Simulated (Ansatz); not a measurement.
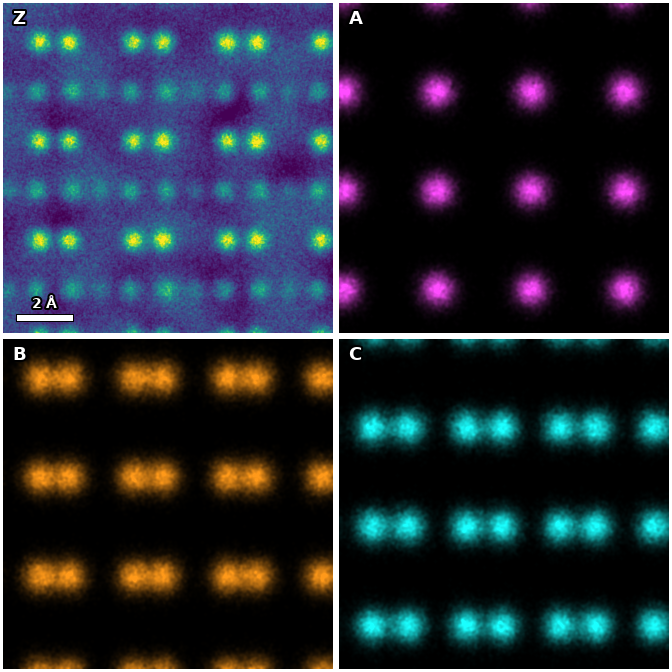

Ca2MgAs2 (P4/mmm, No. 123) along [101]. Panel Z: Simulated incoherent Z contrast: every atom adds Z^1.6 spread by a probe of 0.58 Å full width; channelling and multiple scattering are left out. The display is stretched by a gamma of 0.8; percentages refer to the linear signal. Shot noise and the speckle of an amorphous layer were added. The other panels are simulated element maps (the number of atoms of one element along the beam, blurred by 0.9 Å, with counting noise; each on its own scale, no channelling). Model: the geometry relaxed with Ansatz, DFT PBE, scalar-relativistic, plane waves, PAW; the starting structure was generated, so it need not be a known form of this composition.

```yaml
crystal:
  lattice:
    - [3.60250, 0.00000, 0.00000]
    - [0.00000, 3.60250, 0.00000]
    - [0.00000, 0.00000, 10.53988]
  atoms:
    - { symbol: Ca, position: [0.00000, 0.00000, 0.80984] }
    - { symbol: Ca, position: [0.00000, 0.00000, 0.19016] }
    - { symbol: Mg, position: [0.00000, 0.00000, 0.50000] }
    - { symbol: As, position: [0.50000, 0.50000, 0.34335] }
    - { symbol: As, position: [0.50000, 0.50000, 0.65665] }
```

Which element does each lettered map show?

A: Mg, B: As, C: Ca. The projected cell (3.41 × 3.60 Å, 90°) holds 5 columns: 2 of Ca, 2 of As and 1 of Mg. No column is shared by two of the mapped elements.
